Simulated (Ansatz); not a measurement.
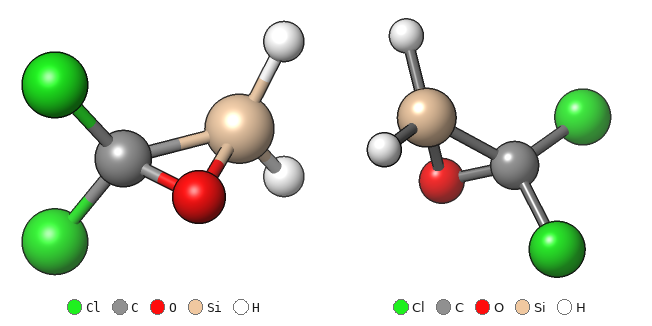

Both panels show the same species.

The geometry was computed by an optimisation with PBE0-D4/def2-TZVP.

> Which formula does it have?

CH₂Cl₂OSi, 7 atoms: 1 carbon, 2 hydrogen, 2 chlorine, 1 oxygen and 1 silicon.

> Does it have rings?

Independent rings (smallest set): 1 of 3 members.

> What is the point group of this geometry?

Cs.

> Count the bonded pairs by element.

2 C–Cl, 2 Si–H, 1 C–O, 1 O–Si, 1 C–Si.

More results for the same structure follow; atom numbers are the same in all pictures, views and colours differ.

**Dipole moment**

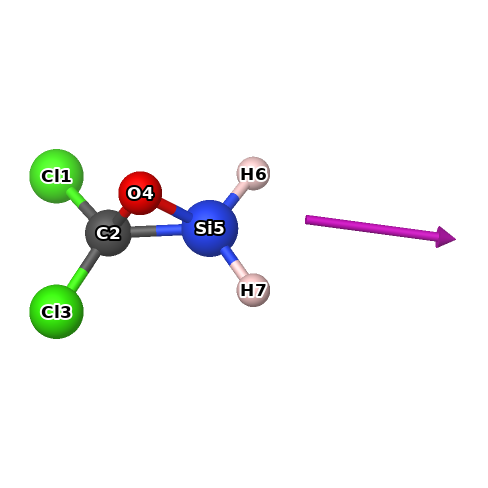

The arrow beside the molecule shows the direction of the dipole moment, from the negative to the positive end (its length means nothing). Level of theory: RKS PBE0-D4/def2-TZVP (Ansatz 0.2.0).

> Estimate the dipole moment.

3.17 D; it points from the side of Cl1, Cl3 to the side of H6, H7 (the outermost atoms at the two ends).

**Thermal motion**

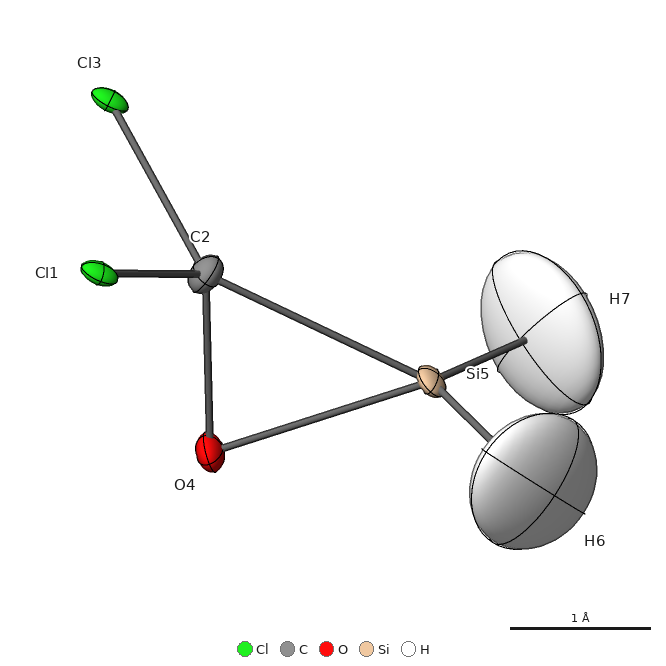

Displacement ellipsoids at the 50 % level, enlarged 1.5 times, from the internal vibrations of the free molecule (harmonic, no overall translation or rotation; no half-axis is drawn under 0.075 Å). Vibrations computed with RKS PBE0-D4/def2-TZVP (Ansatz 0.2.0). Temperature: 600 K.

Give the displacement parameters, one line for each set of equivalent atoms.

| atom | U_eq (Å²) | rms amplitudes (Å) |
| --- | --- | --- |
| Cl1, Cl3 | 0.0022 | 0.024, 0.049, 0.061 |
| C2 | 0.0037 | 0.046, 0.066, 0.068 |
| O4 | 0.0042 | 0.042, 0.059, 0.086 |
| Si5 | 0.0031 | 0.022, 0.054, 0.076 |
| H6, H7 | 0.0441 | 0.102, 0.224, 0.268 |

**Charges**

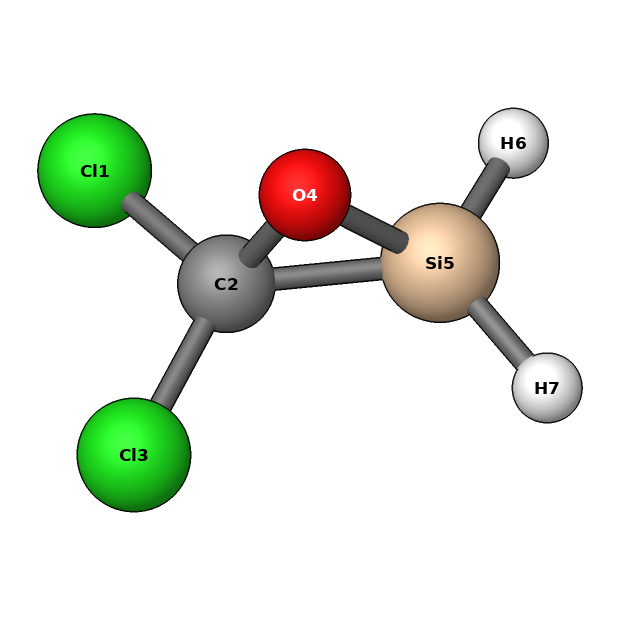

The questions are on Mulliken charges. Level of theory: RKS PBE0-D4/def2-TZVP (Ansatz 0.2.0).

> Which atom carries the highest charge (most positive or least negative)?

Si5 (0.35 e).

> And the lowest?

O4 (−0.31 e).

List the Mulliken charges.

| atom | value (e) |
| --- | --- |
| Cl1 | −0.09 |
| C2 | 0.10 |
| Cl3 | −0.09 |
| O4 | −0.31 |
| Si5 | 0.35 |
| H6 | 0.02 |
| H7 | 0.02 |

**Vibrations**

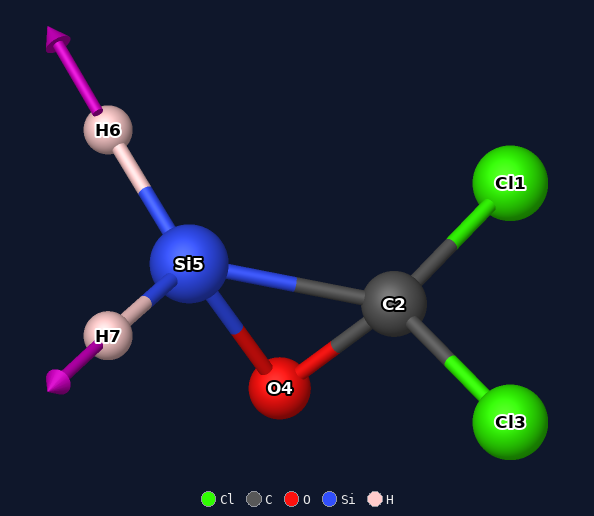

The arrows show one normal mode. Harmonic vibrations computed with RKS PBE0-D4/def2-TZVP (Ansatz 0.2.0) at a stationary point of the same level.

> Describe the motion.

Mostly in-phase stretching of 2 Si–H bonds.

> Estimate its harmonic wavenumber.

2273 cm⁻¹; it is mode 14 of 15 counted from the lowest.

Mulliken values depend strongly on the basis set and can even reverse the polarity of a bond.
